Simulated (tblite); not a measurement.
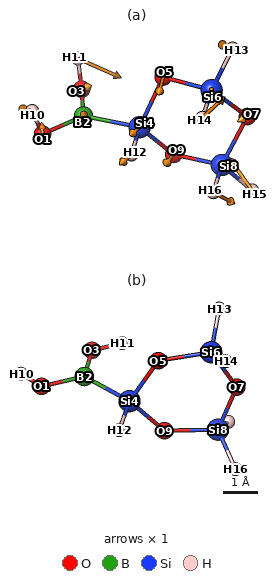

The structure of BSi$_{3}$H$_{7}$O$_{5}$ before (top) and after (bottom) a relaxation, at one scale. The orange arrows give the displacements, at their true length.

A ball-and-stick model, seen at a tilt.

All numbers below come from GFN2-xTB geometry optimisation, gas phase in tblite 0.8.0. 

**Summarise the run.**

The largest move after the best rigid fit is that of H11, 1.46 Å. By element the largest moves are H 1.46 Å, O 1.01 Å, Si 0.71 Å, B 0.29 Å. Some distances before and after: B2–O3 1.480 → 1.362 Å, O1–B2 1.460 → 1.349 Å, O5–Si6 1.727 → 1.620 Å, Si8–O9 1.721 → 1.620 Å. Bond angles that change, for instance: Si4–O9–Si8 105.3° → 131.8°, Si4–O5–Si6 105.5° → 131.5°, Si6–O7–Si8 105.9° → 130.3°. Groups turn about O1–B2 by about 90°, B2–O3 by about 90°, O7–Si8 by about 55°. The energy falls by 322.1 kJ/mol in 118 geometry steps. Cost: 1.9 s on 1 thread of Arm Neoverse N1, on a shared host.
